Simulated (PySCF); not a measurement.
**C₃H₄FNO, SMILES `NC(=O)/C=C\F`: what the electrons do**

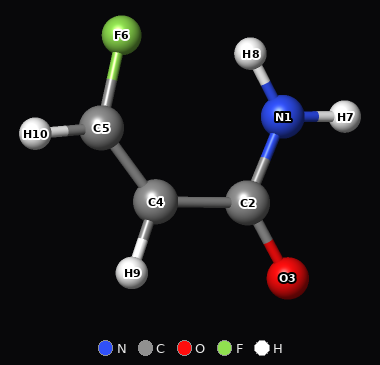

The molecule, with its atoms numbered as below. No frequency check shows the geometry to be a minimum.

Geometry (Å), atoms numbered from 1:

```
N1      -0.7586   -1.2692    0.0000
C2      -1.0028    0.0593    0.0000
O3      -2.1281    0.5128    0.0000
C4       0.1816    0.9655    0.0000
C5       1.4711    0.6690    0.0000
F6       1.9599   -0.5817    0.0000
H7      -1.5498   -1.8910    0.0000
H8       0.1646   -1.6621    0.0000
H9      -0.0886    2.0105    0.0000
H10      2.2708    1.3967    0.0000
```

## 1. Excited states

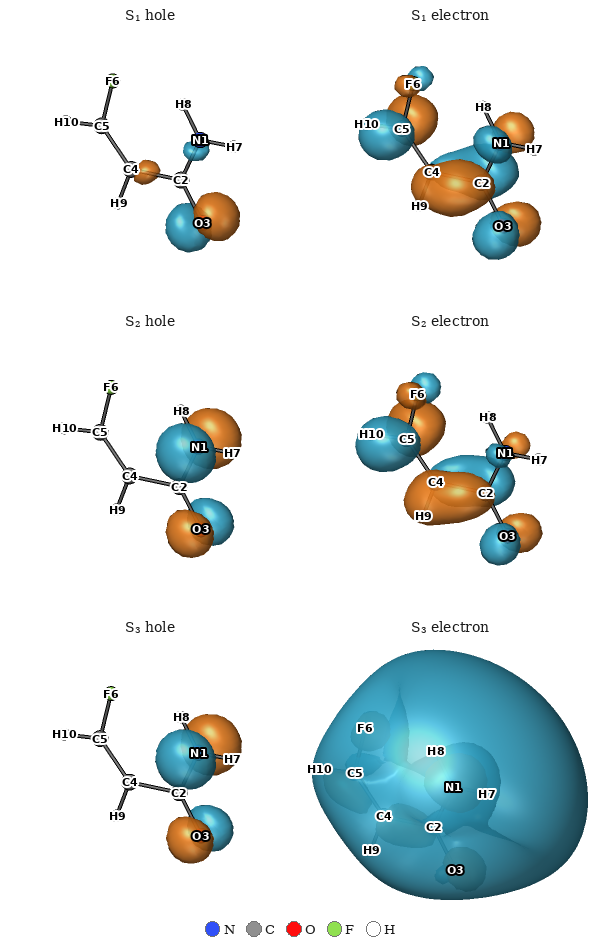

Leading natural transition orbitals (TDA singlet states).

Level of theory: M06-2X/6-31+G* (PySCF), at a geometry from GFN2-xTB.

> Describe these excited states.

By state:
- S₁: 4.95 eV (250 nm), f = 0.000 (dark), n → π*; the leading pair carries 100 %; hole on O3 (71 %), C2 (10 %) and C4 (8 %), electron on C2 (28 %), O3 (22 %) and C5 (18 %); their centroids lie 1.3 Å apart.
- S₂: 6.58 eV (188 nm), f = 0.075, n → π*; the leading pair carries 94 %; hole on N1 (50 %), O3 (29 %) and C2 (9 %), electron on C5 (28 %), C4 (20 %) and C2 (18 %); their centroids lie 1.6 Å apart.
- S₃: 7.06 eV (176 nm), f = 0.009, n → diffuse (Rydberg-like) orbital; the leading pair carries 98 %; hole on N1 (53 %), O3 (25 %) and C2 (9 %), electron on N1 (24 %), H7 (18 %) and C2 (17 %) (atom shares of so diffuse an orbital are rough); their centroids lie 1.0 Å apart.

## 2. Localised orbitals

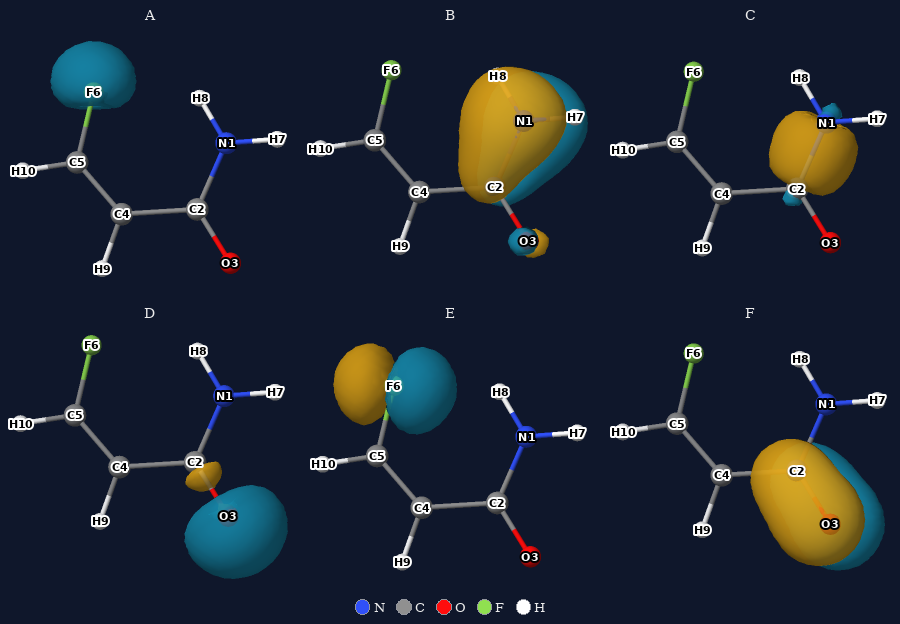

Pipek–Mezey orbitals, occupied; each surface holds about 85 % of the orbital's density. Energies are diagonal elements of the Fock matrix.

Level of theory: PBE0/6-311G** (PySCF), at a geometry from GFN2-xTB.

> Name the orbitals, with their atomic make-up and energies.

By panel:
- A: lone pair on F6 (sp0.4-type) (F6 100 %; −25.6 eV)
- B: lone pair on N1, partly donated to C2 (N1 85 %, C2 12 %; −9.1 eV)
- C: σ bond N1–C2 (N1 57 %, C2 42 %; −20.4 eV)
- D: lone pair on O3 (sp0.6-type) (O3 99 %; −15.8 eV)
- E: lone pair on F6 (p-type) (F6 98 %; −13.3 eV)
- F: π bond O3–C2 (O3 70 %, C2 28 %; −10.1 eV)

> Which has the smallest and which the largest spatial spread?

Smallest: A (0.58 Å); largest: B (1.02 Å).

## 3. The π system

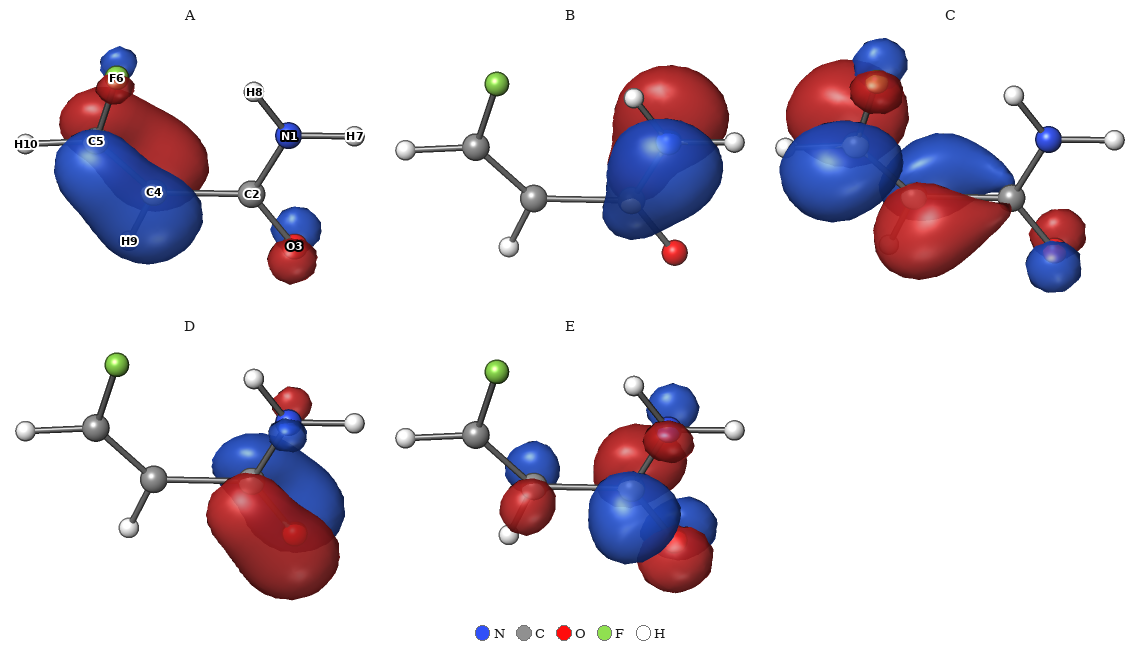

Natural orbitals of the π active space, CASSCF(6,5), triplet state at the geometry of the singlet, in random order.

Level of theory: 6-311G** basis (PySCF), at a geometry from GFN2-xTB.

> Which orbitals are strongly, which singly and which weakly occupied?

Strongly: B (2.00), D (1.94). About singly: A (1.01), C (1.00). Weakly: E (0.06). Broadly, orbitals with more nodes between bonded atoms hold fewer electrons.

> Where does the lowest triplet lie relative to the singlet, at this geometry and within this active space?

4.54 eV above it by strongly contracted NEVPT2 (+4.40 eV by CASSCF); a small basis tends to put such gaps a few tenths of an eV too high. This is a vertical energy for π states alone; a state that uses lone pairs or σ orbitals may lie lower.
